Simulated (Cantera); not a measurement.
Input: 1 mol AlCl₃, 0.52 mol HCl, 31 mol H₂, at 0.00100 bar.

Cantera equilibrium calculation (NASA polynomials, part measured and part estimated; ideal gas, pure solids and liquids). Candidate condensed phases: Al, AlCl₃; 12 gas species. The tables' values for AlCl₂ are old estimates; treat these amounts as uncertain. The numbers say what is thermodynamically allowed, not how fast it happens.

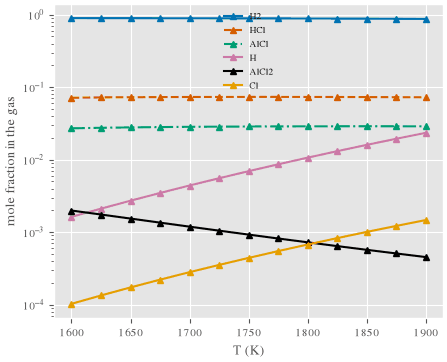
Equilibrium gas composition (values under 1e-9 drawn at 1e-9)

From 1600 K to 1900 K nothing is condensed. The main Al-bearing gas is AlCl throughout.
